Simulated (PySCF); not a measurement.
SMILES [CH2]S (CH3S), doublet at its CAM-B3LYP/def2-SVP optimised geometry (Å):

```
5

C     -0.2795     0.5027     0.0000
S     -0.0381    -1.2029     0.0000
H     -1.3103     0.8548    -0.0006
H      0.5539     1.2029     0.0085
H      1.3103    -1.2029     0.0000
```

Method: unrestricted CAM-B3LYP/def2-TZVP (PySCF). Cells within 0.4 Å of a nucleus heavier than hydrogen are left out (blank, or x).

Map of the log10 of the electron density (e/bohr³), floored at −4 on the plane z = 0.0 Å:

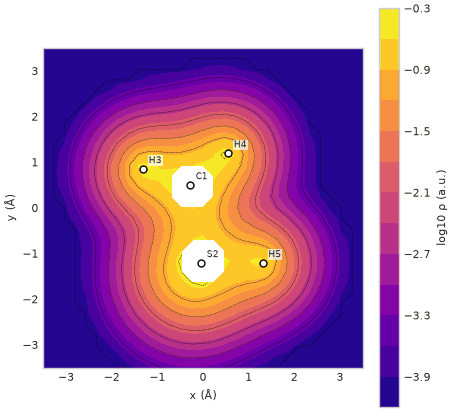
Fig. 1. Log10 of the electron density (e/bohr³), floored at −4 on the plane z = 0.0 Å.
